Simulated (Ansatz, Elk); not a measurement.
# CrInCl3F2: X-ray structure factors from the self-consistent density

Structure refinements treat a crystal as free atoms side by side. For a made-up structure of CrInCl3F2 (cell and positions from a PBEsol relaxation) the runs below show what the calculated density changes in F(hkl).

Method: DFT, PBE, all-electron APW+lo, Dirac cores, scalar-relativistic bands, static density, ferromagnetic start, in Elk 11.2.3 (patched build).

The structure was built from a prototype and need not be the compound's stable phase.

## (1) The structure

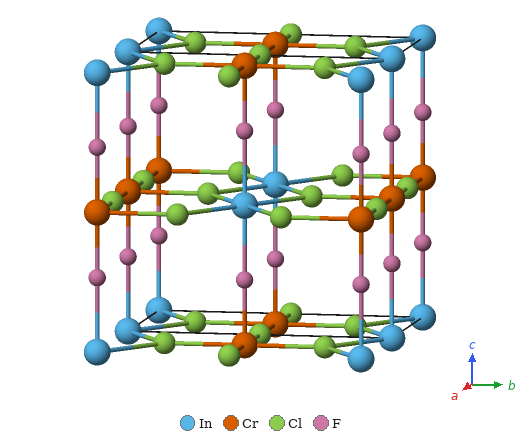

Start, viewed slightly off an axis; indium blue, chromium orange, chlorine green, fluorine pink. 2×1×1 cells are drawn. This picture shows the conventional cell, with its axes. Some periodic images of atoms are drawn too.

Coordinates:

```cif
data_structure
_symmetry_space_group_name_H-M 'P 1'
_symmetry_Int_Tables_number 1
_cell_length_a 6.0863
_cell_length_b 6.0863
_cell_length_c 6.0863
_cell_angle_alpha 135.369
_cell_angle_beta 100.621
_cell_angle_gamma 95.972
_cell_volume 146.37
loop_
_atom_site_label
_atom_site_type_symbol
_atom_site_fract_x
_atom_site_fract_y
_atom_site_fract_z
_atom_site_occupancy
In1 In 0.00000 0.00000 0.00000 1
Cr2 Cr 0.50000 0.50000 0.00000 1
Cl3 Cl 0.50000 0.00000 0.50000 1
Cl4 Cl 0.19633 0.50000 0.69633 1
Cl5 Cl 0.80367 0.50000 0.30367 1
F6 F 0.73335 0.73335 0.00000 1
F7 F 0.26665 0.26665 0.00000 1
```

## (2) Ground state and structure factors

An all-electron density is needed, since X-rays see the cores too. Task 0 finds the density and task 195 Fourier-transforms it; tshift is off so that phases refer to the origin typed.

File elk.in:

```
tasks
  0
  195
  196

xctype
  20

spinpol
  .true.

rgkmax
  7.0

gmaxvr
  14.0

lmaxo
  7

lmaxapw
  8

swidth
  0.002

tshift
  .false.

ramdisk
  .false.

hmaxvr
  5.5

maxscl
  120

epspot
  1e-06

reducebf
  0.8

sppath
  './'

avec
  -4.36717494860 7.34510053622 7.69808552554
  4.36717494860 -7.34510053622 7.69808552554
  4.36717494860 7.34510053622 -7.69808552554

atoms
  4
  'In.in'
  1
  -0.0000000000 -0.0000000000 -0.0000000000   0.000000 0.000000 0.000000
  'Cr.in'
  1
  0.5000000000 0.5000000000 -0.0000000000   0.000000 0.000000 -0.120000
  'Cl.in'
  3
  0.5000000000 -0.0000000000 0.5000000000   0.000000 0.000000 0.000000
  0.1963301558 0.5000000000 0.6963301558   0.000000 0.000000 0.000000
  0.8036698442 0.5000000000 0.3036698442   0.000000 0.000000 0.000000
  'F.in'
  2
  0.7333477206 0.7333477206 -0.0000000000   0.000000 0.000000 0.000000
  0.2666522794 0.2666522794 -0.0000000000   0.000000 0.000000 0.000000

ngridk
  5 5 5
```

Started as:

```console
$ OMP_NUM_THREADS=4 elk
```

Numbers of over 12 decimals in the logs are rounded to 6 here.

Log:

```text
┌─────────────────────────┐
│ Elk code version 11.2.3 │
└─────────────────────────┘

All units are atomic (Hartree, Bohr, etc.)

┌─────────────────────────────────────────────────┐
│ Ground-state run starting from atomic densities │
└─────────────────────────────────────────────────┘

Lattice vectors :
  -4.367174949       7.345100536       7.698085526
   4.367174949      -7.345100536       7.698085526
   4.367174949       7.345100536      -7.698085526

Reciprocal lattice vectors :
  0.9485089093E-17  0.4277126825      0.4081005132
  0.7193649649      0.2801040311E-17  0.4081005132
  0.7193649649      0.4277126825     -0.1014608013E-16

Unit cell volume      :    987.7363980
Brillouin zone volume :   0.2511299715

Muffin-tin inner radius fraction :   0.1000000000E-01

Nuclei treated as point charges

Species : 1 (In)
 parameters loaded from : In.in
 name : indium
 nuclear charge    :   -49.00000000
 electronic charge :    49.00000000
 atomic mass :    209300.4102
 muffin-tin radius :    2.504358610
 number of radial points in muffin-tin :   1193
 inner part over the whole radius :   0.9917067201E-02
 number on inner part of muffin-tin    :    849
 approximate nuclear radius :   0.8768807633E-04
 number of mesh points to nuclear radius :    428
 atomic positions (lattice), magnetic fields (Cartesian) :
  1 :   0.00000000  0.00000000  0.00000000    0.00000000  0.00000000  0.00000000

Species : 2 (Cr)
 parameters loaded from : Cr.in
 name : chromium
 nuclear charge    :   -24.00000000
 electronic charge :    24.00000000
 atomic mass :    94783.09202
 muffin-tin radius :    1.932360775
 number of radial points in muffin-tin :    993
 inner part over the whole radius :   0.9880050340E-02
 number on inner part of muffin-tin    :    695
 approximate nuclear radius :   0.6987106690E-04
 number of mesh points to nuclear radius :    333
 atomic positions (lattice), magnetic fields (Cartesian) :
  1 :   0.50000000  0.50000000  0.00000000    0.00000000  0.00000000 -0.12000000

Species : 3 (Cl)
 parameters loaded from : Cl.in
 name : chlorine
 nuclear charge    :   -17.00000000
 electronic charge :    17.00000000
 atomic mass :    64626.86550
 muffin-tin radius :    2.200000000
 number of radial points in muffin-tin :    793
 inner part over the whole radius :   0.9992010025E-02
 number on inner part of muffin-tin    :    555
 approximate nuclear radius :   0.6305718926E-04
 number of mesh points to nuclear radius :    253
 atomic positions (lattice), magnetic fields (Cartesian) :
  1 :   0.50000000  0.00000000  0.50000000    0.00000000  0.00000000  0.00000000
  2 :   0.19633016  0.50000000 -0.30366984    0.00000000  0.00000000  0.00000000
  3 :  -0.19633016  0.50000000  0.30366984    0.00000000  0.00000000  0.00000000

Species : 4 (F)
 parameters loaded from : F.in
 name : fluorine
 nuclear charge    :   -9.000000000
 electronic charge :    9.000000000
 atomic mass :    34631.97045
 muffin-tin radius :    1.551065495
 number of radial points in muffin-tin :    593
 inner part over the whole radius :   0.9991829971E-02
 number on inner part of muffin-tin    :    407
 approximate nuclear radius :   0.5278478738E-04
 number of mesh points to nuclear radius :    178
 atomic positions (lattice), magnetic fields (Cartesian) :
  1 :  -0.26665228 -0.26665228  0.00000000    0.00000000  0.00000000  0.00000000
  2 :   0.26665228  0.26665228  0.00000000    0.00000000  0.00000000  0.00000000

Total number of atoms per unit cell :    7
Total muffin-tin volume :    261.0850165
 ratio of muffin-tin to unit cell volume :   0.2643266128

Spin treatment :
 spin-polarised
 global magnetic field (Cartesian) :    0.000000000       0.000000000       0.000000000
 collinear magnetisation in z-direction

Number of Bravais lattice symmetries :    8
Number of crystal symmetries         :    8
Crystal has inversion symmetry
Real symmetric eigensolver will be used

k-point grid :      5     5     5
k-point offset :    0.000000000       0.000000000       0.000000000
[...]
│ Loop number : 18 │
└──────────────────┘

Energies :
 Fermi                       :     0.96213494036686E-01
 sum of occupied eigenvalues :     -5048.5971760999
 electron kinetic            :      8835.2043056925
 core electron kinetic       :      8416.4151246514
 Coulomb                     :     -17039.511735566
 Coulomb potential           :     -13475.426349524
 nuclear-nuclear             :     -870.52070271350
 electron-nuclear            :     -18879.422278423
 Hartree                     :      2710.4312455708
 Madelung                    :     -10301.798560804
 xc potential                :     -408.18884869847
 xc effective B-field        :    -0.186257
 external B-field            :      0.000000
 exchange                    :     -307.94864943455
 correlation                 :     -6.323198
 electron entropic           :    -0.72422324962744E-03
 total energy                :     -8518.5800018503
 (external B-field energy excluded from total)

Density of states at Fermi energy :    57.22609994
 (states/Hartree/unit cell)

Estimated indirect band gap :   0.1632595094E-02
 from k-point 3 to k-point 5
Estimated direct band gap   :   0.1789229604E-02
 at k-point 3

Charges :
 core                        :    74.00000000
 valence                     :    68.00000000
 interstitial                :    10.22517150
 muffin-tins (core leakage)
  species : 1 (In)
[...]
species : 2 (Cr)
[...]
species : 3 (Cl)
[...]
species : 4 (F)
[...]
total in muffin-tins        :    131.7748285
 total calculated charge     :    141.9966508
 total charge                :    142.0000000
 error                       :   0.3349179371E-02

Moments :
 interstitial                :   0.4295438877
 muffin-tins
  species : 1 (In)
[...]
species : 2 (Cr)
[...]
species : 3 (Cl)
[...]
species : 4 (F)
[...]
total in muffin-tins        :    2.730949844
 total moment                :    3.160493731

RMS change in Kohn-Sham potential (target) :   0.7914994357E-06 (  0.1000000000E-05)
Absolute change in total energy (target)   :   0.1951491504E-04 (  0.1000000000E-03)

Convergence targets achieved

┌──────────────────┐
│ Loop number : 19 │
└──────────────────┘

Energies :
 Fermi                       :     0.96213856894570E-01
 sum of occupied eigenvalues :     -5048.5971767476
 electron kinetic            :      8835.2043074688
 core electron kinetic       :      8416.4151314655
 Coulomb                     :     -17039.511739911
 Coulomb potential           :     -13475.426365535
 nuclear-nuclear             :     -870.52070271350
 electron-nuclear            :     -18879.422269960
 Hartree                     :      2710.4312327622
 Madelung                    :     -10301.798557143
 xc potential                :     -408.18884711999
 xc effective B-field        :    -0.186254
 external B-field            :      0.000000
 exchange                    :     -307.94864618907
 correlation                 :     -6.323199
 electron entropic           :    -0.72422116229040E-03
 total energy                :     -8518.5800013742
 (external B-field energy excluded from total)

Density of states at Fermi energy :    57.22576517
 (states/Hartree/unit cell)

Estimated indirect band gap :   0.1633136211E-02
 from k-point 3 to k-point 5
Estimated direct band gap   :   0.1789433210E-02
 at k-point 3

Charges :
 core                        :    74.00000000
 valence                     :    68.00000000
 interstitial                :    10.22517297
 muffin-tins (core leakage)
  species : 1 (In)
[...]
species : 2 (Cr)
[...]
species : 3 (Cl)
[...]
atom 3                    :    15.67463508     (  0.1506286309E-04)
  species : 4 (F)
   atom 1                    :    8.089017537     ( -0.2600047004E-06)
   atom 2                    :    8.089017537     ( -0.2600047004E-06)
 total in muffin-tins        :    131.7748270
 total calculated charge     :    141.9966508
 total charge                :    142.0000000
 error                       :   0.3349179546E-02

Moments :
 interstitial                :   0.4295373593
 muffin-tins
  species : 1 (In)
[...]
species : 2 (Cr)
[...]
species : 3 (Cl)
[...]
atom 3                    :  -0.1458612537E-01
  species : 4 (F)
   atom 1                    :   0.2461372824E-01
   atom 2                    :   0.2461372824E-01
 total in muffin-tins        :    2.730929389
 total moment                :    3.160466749

┌──────────────────────────────┐
│ Self-consistent loop stopped │
└──────────────────────────────┘

Warning : core states of species 1 leak from the muffin-tin :   0.2184901767E-03

Wrote STATE.OUT
```

It took 6.9 min on 4 threads of Arm Neoverse V1, shared host; peak memory 0.65 GiB; 24 min of CPU time.

SFACRHO.OUT:

```text

h k l indices transformed by vhmat matrix:
   1.000000000       0.000000000       0.000000000    
   0.000000000       1.000000000       0.000000000    
   0.000000000       0.000000000       1.000000000    

      h      k      l  multipl.   |H|            Re(F)            Im(F)           |F|

      0      0      0      1   0.0000000       142.00000      0.75706858E-16   142.00000    
      1      0      0      4  0.59117186       16.882109     -0.68537981E-14   16.882109    
      1      1     -1      2  0.81620103       92.611613      0.94239723E-14   92.611613    
      0      1      0      4  0.82706226       7.0877964     -0.42836238E-14   7.0877964    
      0      0     -1      4  0.83691343       56.538293     -0.32871873E-14   56.538293    
      1     -1      1      2  0.85542537       72.341309     -0.90986092E-15   72.341309    
      0      2     -1      8   1.1690202       24.171166      0.15206864E-13   24.171166    
      0     -2      2      4   1.1823437       38.252991     -0.12636690E-13   38.252991    
      0      1     -2      8   1.1898674       53.384610     -0.17134495E-14   53.384610    
      2      1     -1      4   1.2968625       21.915508     -0.24845018E-13   21.915508    
     -2      1     -1      4   1.3464729      -12.172554     -0.85672476E-14   12.172554    
      1      2     -1      4   1.4200001       13.792940     -0.17134495E-13   13.792940    
     -1      1      1      2   1.4387299       103.91447     -0.92021242E-15   103.91447    
      2     -2      1      4   1.4710300       76.564420     -0.36101348E-16   76.564420    
     -1      0      2      8   1.5554511       15.703862      0.68537981E-14   15.703862    
      2      2     -2      2   1.6324021       96.975716      0.18419582E-13   96.975716    
      0      2      0      4   1.6541245       73.611005      0.47119862E-14   73.611005    
      1      2     -3      8   1.6577553       51.463061     -0.13707596E-13   51.463061
```

Elk indexes on the primitive cell of elk.in and gives |H| = 4π sin θ/λ in inverse bohr. Below, one row stands for each form hkl of the conventional cell (m members, Friedel mates merged), F is for one primitive cell and the density is static (no thermal factor). Free-atom factors are Waasmaier and Kirfel's, and R is Σm||F|−|F'||/Σm|F|.

| hkl | m | sin θ/λ (Å⁻¹) | abs F, DFT | neutral atoms | diff. | ions | diff. |
| --- | --- | --- | --- | --- | --- | --- | --- |
| 011 | 4 | 0.089 | 16.882 | 16.950 | -0.067 | 16.098 | +0.784 |
| 002 | 2 | 0.123 | 92.612 | 93.104 | -0.492 | 91.370 | +1.242 |
| 101 | 4 | 0.124 | 7.088 | 7.078 | +0.010 | 6.452 | +0.636 |
| 110 | 4 | 0.126 | 56.538 | 56.857 | -0.319 | 55.996 | +0.542 |
| 020 | 2 | 0.129 | 72.341 | 72.400 | -0.059 | 71.900 | +0.441 |
| 112 | 8 | 0.176 | 24.171 | 25.055 | -0.884 | 23.952 | +0.219 |
| 022 | 4 | 0.178 | 38.253 | 38.984 | -0.731 | 37.982 | +0.271 |
| 121 | 8 | 0.179 | 53.385 | 52.804 | +0.581 | 52.933 | +0.452 |
| 013 | 4 | 0.195 | 21.916 | 21.585 | +0.331 | 21.863 | +0.053 |
| 031 | 4 | 0.203 | 12.173 | 12.197 | -0.024 | 12.060 | +0.112 |
| 103 | 4 | 0.213 | 13.793 | 13.458 | +0.335 | 13.765 | +0.028 |
| 200 | 2 | 0.216 | 103.915 | 103.784 | +0.131 | 104.008 | -0.093 |
| 130 | 4 | 0.221 | 76.564 | 76.537 | +0.028 | 76.825 | -0.260 |
| 211 | 8 | 0.234 | 15.704 | 15.567 | +0.137 | 15.750 | -0.046 |

The ions are Cr2+, In3+, Cl− and F−, by formal charge.

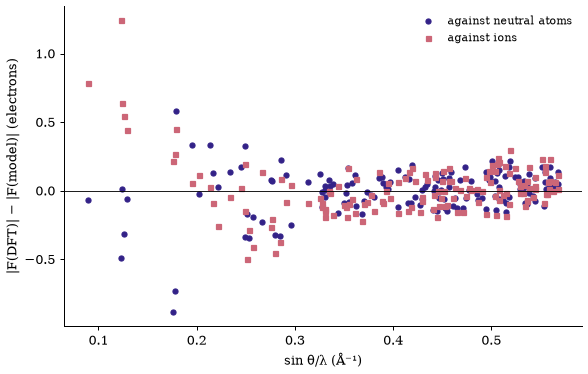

Difference between the calculated structure factors and the independent-atom ones.

## (3) The magnetisation density

The same run holds the spin density, and task 196 transforms it. The order is that of the start, and no other was tried.

SFACMAG_1.OUT:

```text

h k l indices transformed by vhmat matrix:
   1.000000000       0.000000000       0.000000000    
   0.000000000       1.000000000       0.000000000    
   0.000000000       0.000000000       1.000000000    

      h      k      l  multipl.   |H|            Re(F)            Im(F)           |F|

      0      0      0      1   0.0000000       3.1604669      0.64258869E-17   3.1604669    
      1      0      0      4  0.59117186      -2.8261932     -0.70612861E-15   2.8261932    
      1      1     -1      2  0.81620103       2.4794721      0.13386324E-14   2.4794721    
      0      1      0      4  0.82706226      -2.4474272     -0.68939570E-15   2.4474272    
      0      0     -1      4  0.83691343       2.4986641      0.13506826E-15   2.4986641    
      1     -1      1      2  0.85542537       2.5417207     -0.19148140E-15   2.5417207    
      0      2     -1      8   1.1690202       2.0508166      0.11248696E-14   2.0508166    
      0     -2      2      4   1.1823437       2.0578969     -0.10901488E-14   2.0578969    
      0      1     -2      8   1.1898674      -2.0636533     -0.52373994E-15   2.0636533    
      2      1     -1      4   1.2968625      -1.9656600     -0.23526465E-14   1.9656600    
     -2      1     -1      4   1.3464729      -1.8316264      0.45011516E-15   1.8316264    
      1      2     -1      4   1.4200001      -1.7430543     -0.22288230E-14   1.7430543    
     -1      1      1      2   1.4387299       1.6872289     -0.80916529E-16   1.6872289    
      2     -2      1      4   1.4710300       1.7107306     -0.15448083E-15   1.7107306    
     -1      0      2      8   1.5554511      -1.5867669      0.46684806E-15   1.5867669    
      2      2     -2      2   1.6324021       1.4894771      0.18130103E-14   1.4894771
```

The total moment is 3.16 μB a cell; sphere moments: In1 -0.01, Cr2 +2.68, Cl3 +0.04, Cl4 -0.01, Cl5 -0.01, F6 +0.02, F7 +0.02 μB. Polarised neutrons measure spin and orbital magnetisation together; without spin-orbit coupling the run gives the spin part:

| hkl | sin θ/λ (Å⁻¹) | abs F_M (μB) |
| --- | --- | --- |
| 011 | 0.089 | 2.826 |
| 002 | 0.123 | 2.479 |
| 101 | 0.124 | 2.447 |
| 110 | 0.126 | 2.499 |
| 020 | 0.129 | 2.542 |
| 112 | 0.176 | 2.051 |
| 022 | 0.178 | 2.058 |
| 121 | 0.179 | 2.064 |
| 013 | 0.195 | 1.966 |
| 031 | 0.203 | 1.832 |
| 103 | 0.213 | 1.743 |
| 200 | 0.216 | 1.687 |
| 130 | 0.221 | 1.711 |
| 211 | 0.234 | 1.587 |

## (4) The highest occupied states alone

An energy window below the Fermi level keeps the highest occupied states, to see at which angles they scatter; shallow core shells can lie inside it and anion s states outside. No new self-consistency is needed.

Changes to elk.in since step 2:

```diff
@@ -1,5 +1,3 @@
 tasks
-  0
   195
-  196
 
@@ -44,2 +42,5 @@
 
+wsfac
+  -0.271280 0.396210
+
 sppath
```

Started as:

```console
$ OMP_NUM_THREADS=4 elk
```

Log:

```text
┌─────────────────────────────────┐
│ Elk code version 11.2.3 started │
└─────────────────────────────────┘

Info(readinput): the functional depends on the density's gradient
 muffin-tin radial points multiplied by    2.00000
 (not where nrmtscf is given)

┌────────────────────┐
│ Current task : 195 │
└────────────────────┘
Info(checkmt): changed muffin-tin radius of species 1 (In) from   2.6000 to   2.5044
Info(checkmt): changed muffin-tin radius of species 2 (Cr) from   2.4000 to   1.9324
Info(checkmt): changed muffin-tin radius of species 4 (F) from   2.0000 to   1.5511

Info(sfacrho): density structure factors written to SFACRHO.OUT

 Energy window :  -0.2712800000      0.3962100000

┌──────────────────┐
│ Elk code stopped │
└──────────────────┘
```

It took 25 s on 4 threads; peak memory 0.37 GiB; 34 s of CPU time.

States within 10 eV below the Fermi level hold 34.00 electrons; any levels below the window count with the cores. Their amplitudes can exceed the total, where window and core parts have opposite phase:

| hkl | sin θ/λ (Å⁻¹) | abs F, window | abs F, all |
| --- | --- | --- | --- |
| 011 | 0.089 | 5.244 | 16.882 |
| 002 | 0.123 | 5.758 | 92.612 |
| 101 | 0.124 | 6.902 | 7.088 |
| 110 | 0.126 | 7.543 | 56.538 |
| 020 | 0.129 | 11.252 | 72.341 |
| 112 | 0.176 | 8.260 | 24.171 |
| 022 | 0.178 | 5.739 | 38.253 |
| 121 | 0.179 | 2.485 | 53.385 |
| 013 | 0.195 | 0.615 | 21.916 |
| 031 | 0.203 | 7.365 | 12.173 |

## (5) Another try

In this try the input is made faulty on purpose, to show what that does.

The input is changed as shown.

Changes to elk.in since step 4:

```diff
@@ -1,3 +1,5 @@
 tasks
+  0
   195
+  196
 
@@ -34,3 +36,3 @@
 maxscl
-  120
+  3
 
@@ -41,5 +43,2 @@
   0.8
-
-wsfac
-  -0.271280 0.396210
```

Started as:

```console
$ OMP_NUM_THREADS=4 elk
```

Log:

```text
┌─────────────────────────┐
│ Elk code version 11.2.3 │
└─────────────────────────┘

All units are atomic (Hartree, Bohr, etc.)

┌─────────────────────────────────────────────────┐
│ Ground-state run starting from atomic densities │
└─────────────────────────────────────────────────┘

Lattice vectors :
  -4.367174949       7.345100536       7.698085526
   4.367174949      -7.345100536       7.698085526
   4.367174949       7.345100536      -7.698085526

Reciprocal lattice vectors :
  0.9485089093E-17  0.4277126825      0.4081005132
[...]
error                       :   0.3541275228E-02

Moments :
 interstitial                :   0.4442985373
 muffin-tins
  species : 1 (In)
[...]
species : 2 (Cr)
[...]
species : 3 (Cl)
[...]
species : 4 (F)
   atom 1                    :   0.1163871978E-01
   atom 2                    :   0.1163871978E-01
 total in muffin-tins        :    1.555077285
 total moment                :    1.999375822

┌──────────────────────────────┐
│ Self-consistent loop stopped │
└──────────────────────────────┘

Warning : core states of species 1 leak from the muffin-tin :   0.2244655981E-03

Wrote STATE.OUT
[key lines of the parts left out:]
total energy                :     -8522.9944487411
```

It took 1.7 min on 4 threads; peak memory 0.6 GiB.

No converged result was reached; the numbers in the log don't describe the system.

The fault put into the input: too few SCF loops.

(Part 1 of 2 ends here.)

[Logs are printed without paths, hosts, clocks, repeated set-up lines and the standing remarks that a program may print on its own settings, such as how far it seeks lower states.]

[Hosts, paths, dates, database ids (printed as entryN), source tags and the programs' standing remarks are cut or masked in the printed files.]
